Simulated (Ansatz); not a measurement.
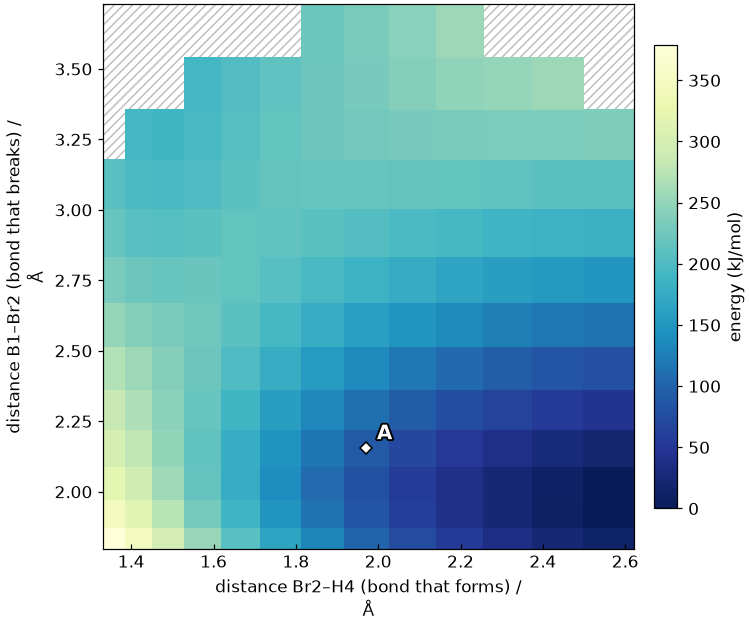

The reacting system CH₅BBrN (fragments CH₅BBrN where the first distance is long, CH₄BN + BrH where the second is long). 
- The first coordinate is: distance Br2–H4 (bond that forms); the second: distance B1–Br2 (bond that breaks).
- Relaxed at each point: all other coordinates.
- The grid has 13 × 13 points. At 14 points there is no value.
- Points are written as (first, second).
- Energies are in kJ/mol, from the lowest grid point.
- The reference is spin-restricted, so regions where a bond is pulled apart into radicals lie too high.
- These are results of Ansatz, RKS PBE-D4/def2-SVP, not measurements.

Drawn: one coloured cell a grid point, hatched blanks where no value was computed, the point A.

Q: Which way does the force act at A, and how strong is it?

A: A, at (1.971 Å, 2.154 Å), is not a stationary point. The computed force is 210 kJ/mol for each Å towards larger values of the first coordinate and 122 kJ/mol for each Å towards smaller values of the second coordinate.
